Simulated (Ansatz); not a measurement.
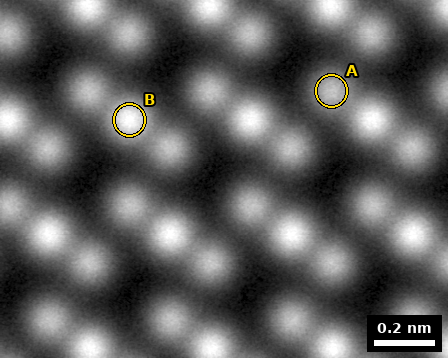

iDPC-like image of SnGe2 (Fm-3m, No. 225) along [110]. Simulated as the projected potential of neutral atoms (B = 0.5 Å²) blurred by a 0.89 Å probe, the thin-sample limit of integrated differential phase contrast. The display is stretched by a gamma of 0.65; percentages refer to the linear signal. Shot noise and a slight drift were added. Atomic positions: the geometry relaxed (final pressure about 2 GPa) with DFT PBE, scalar-relativistic, plane waves, PAW in Ansatz 0.2.0; the starting structure was generated, so it need not be a known form of this composition.

```
CELL_PARAMETERS angstrom
6.70792 0.00000 0.00000
0.00000 6.70792 0.00000
0.00000 0.00000 6.70792
ATOMIC_POSITIONS crystal
Sn 0.00000 0.00000 0.00000
Ge 0.25000 0.25000 0.75000
Ge 0.25000 0.75000 0.75000
Sn 0.00000 0.50000 0.50000
Ge 0.25000 0.75000 0.25000
Ge 0.25000 0.25000 0.25000
Sn 0.50000 0.00000 0.50000
Ge 0.75000 0.25000 0.25000
Ge 0.75000 0.75000 0.25000
Sn 0.50000 0.50000 0.00000
Ge 0.75000 0.75000 0.75000
Ge 0.75000 0.25000 0.75000
```

Q: Name the elements in each circled column.

A: Ge (1 Ge per 4.74 Å along the beam; about 65 % of the brightest peak). B: Sn (1 Sn per 4.74 Å along the beam; the brightest kind). Brightness is counted from the darkest point of the image.
